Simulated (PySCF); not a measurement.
Input file:

```
{"job": {"kind": "uv", "xc": "B3LYP", "basis": "def2-SVPD", "nstates": 8, "ntriplets": 3}, "charge": 0, "multiplicity": 1}
C     -2.393315    -0.998041     1.286306
N     -1.424526    -0.314260     0.440648
Al    -1.585392     0.894001    -0.920549
Si     0.256653    -0.643447     0.693245
C      1.027192     0.490506    -0.630056
Si     2.917001     0.483788    -0.708744
H     -2.325996    -2.081550     1.161591
H     -2.218720    -0.771996     2.341086
H     -3.403862    -0.682307     1.027302
H     -1.896691     0.399970    -2.353904
H     -1.803113     2.392180    -0.599410
H      0.612275    -2.051747     0.458244
H      0.720620    -0.275285     2.040047
H      0.635023     0.201958    -1.613336
H      0.687351     1.518657    -0.449765
H      3.447862     0.907673     0.585867
H      3.369192     1.408266    -1.751835
H      3.369686    -0.872047    -1.018394
```

Command:

```sh
OMP_NUM_THREADS=1 python probes_run.py task.json out
```

Geometry: GFN2-xTB.

Level of theory: B3LYP/def2-SVPD, SCF density, gas phase in PySCF.

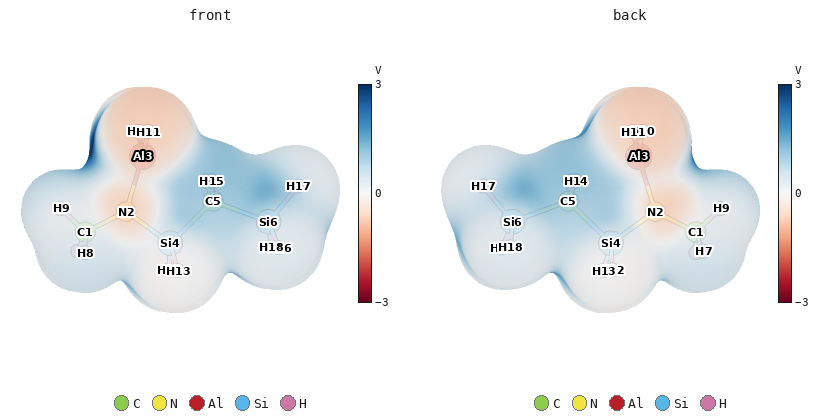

C$_{2}$H$_{12}$AlNSi$_{2}$ (SMILES C[N]([AlH2])[SiH2]C[SiH3]). The electrostatic potential painted on the density surface at 0.002 e/bohr³, seen from the front and from behind; red is negative and blue positive.

Which sites attract a positive test charge, and which a negative one?

A positive charge is drawn to the negative regions and a negative charge to the positive ones. The most negative region (about −0.7 V) lies over N2, H10 and H11, the most positive (about +2.8 V) over Al3.
